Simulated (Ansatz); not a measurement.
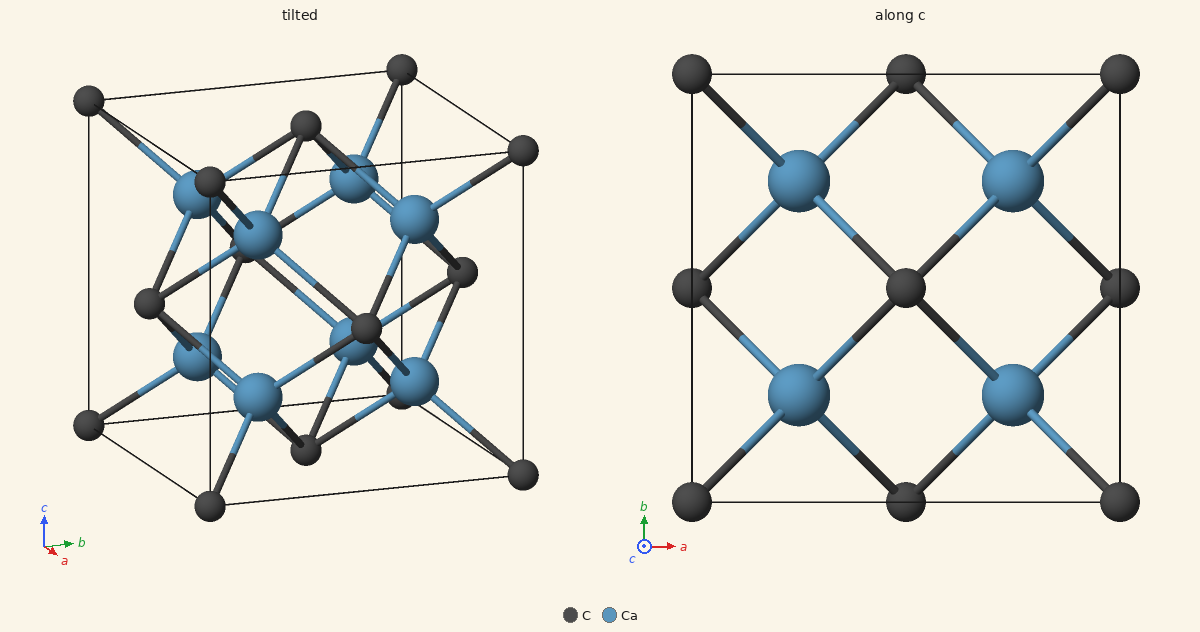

Shown here is a ball-and-stick view of the crystal, taken slightly off an axis and along the c axis. The outline marks the conventional unit cell.

Ca2C, antifluorite, space group Fm-3m (No. 225), a = 6.052 Å, b = 6.052 Å, c = 6.052 Å, α = 90.00°, β = 90.00°, γ = 90.00°. Starting structure: a structure type filled with these elements by a generator (whether the compound takes this form wasn't checked). The cell was then strained or its atoms displaced on purpose. A calculation with Ansatz used it as input.

This one geometry was computed with Ansatz (DFT, plane waves, PAW) at three levels of theory: PBE, r2SCAN and HSE06. It was relaxed with r2SCAN and then strained.

How does the band gap change with the level of theory?

PBE: a gap of 0.09 eV, direct; r2SCAN: a gap of 0.29 eV, direct; HSE06: a gap of 0.72 eV, direct.

Collect the results in a table.

| level | cutoff (eV) | k-mesh of the run's cell | gap (eV) | pressure (GPa) |
| --- | --- | --- | --- | --- |
| PBE | 420 | 8×8×8 | 0.09 | 7.5 |
| r2SCAN | 500 | 8×8×8 | 0.29 | 6.9 |
| HSE06 | 420 | 6×6×6 | 0.72 | 7.4 |

Gaps are taken on the k-mesh or band path of each run.
